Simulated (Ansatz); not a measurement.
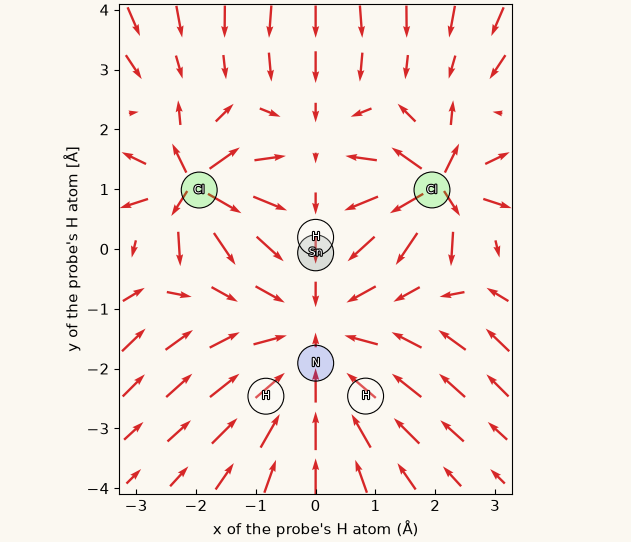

Cl₂H₃NSn (SMILES [NH2][SnH]([Cl])[Cl]) with the probe H2. The probe is moved over a plane parallel to the molecule's main plane, 2.74 Å above it. First axis: x of the probe's H atom. Second axis: y of the probe's H atom. Nothing is relaxed (molecule and probe rigid, the probe upright with H nearest the plane). The scan uses a 9 × 11 grid. Points are written as (first, second). These are results of RKS PBE-D4/def2-SVPD in Ansatz 0.2.0, not measurements.

Drawn: arrows along the force (downhill), their lengths compressed, labelled circles for the molecule's atoms, projected on the plane.

### The arrows alone are given. Where is the energy lowest?

The arrows converge at about (0.00 Å, −1.36 Å) (read from the interpolated surface).

The energy map of the same scan:

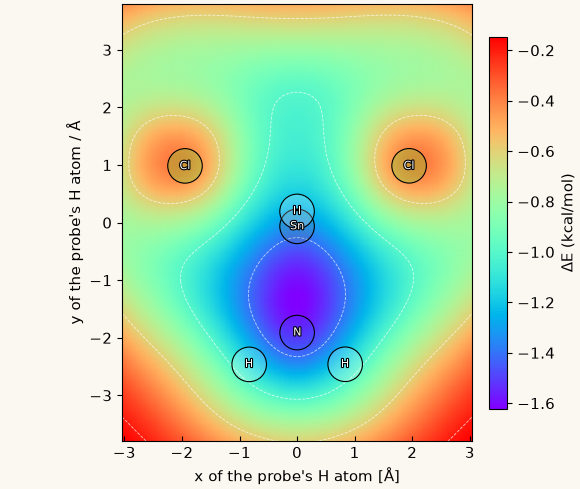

Energies are in kcal/mol, from molecule and probe far apart, each relaxed in its own basis (no counterpoise correction); between grid points the surface is interpolated.
